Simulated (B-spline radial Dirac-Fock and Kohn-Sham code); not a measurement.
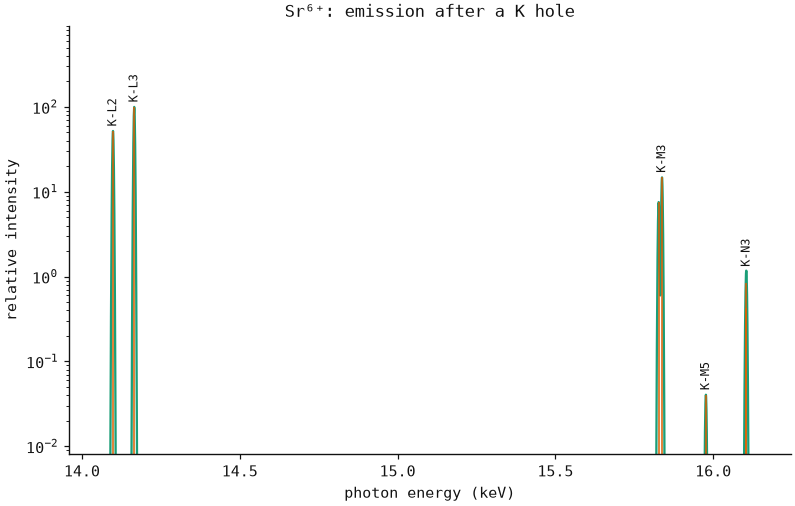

X-ray emission lines that fill a K (1s) hole, broadened by a Gaussian of 4.7 eV full width, on a logarithmic intensity axis. Multiplet splitting by the open shell is left out. The figure is for Sr⁶⁺ in the configuration [Ar] 3d10 4s2 4p2. Computed with a radial B-spline solver: independent-particle rates on relativistic LDA orbitals of the hole state (multipoles to L = 3), energies from Dirac–Fock ΔSCF.

Q: How far apart are K-L3 (Kα1) and K-L2 (Kα2), and what is their intensity ratio?

A: 67.3 eV apart, with K-L2 at 0.52 of the intensity of K-L3.

Q: What is the ratio of Kβ to Kα photons?

A: 0.16 in this model, which runs about 8 % low for Kβ.
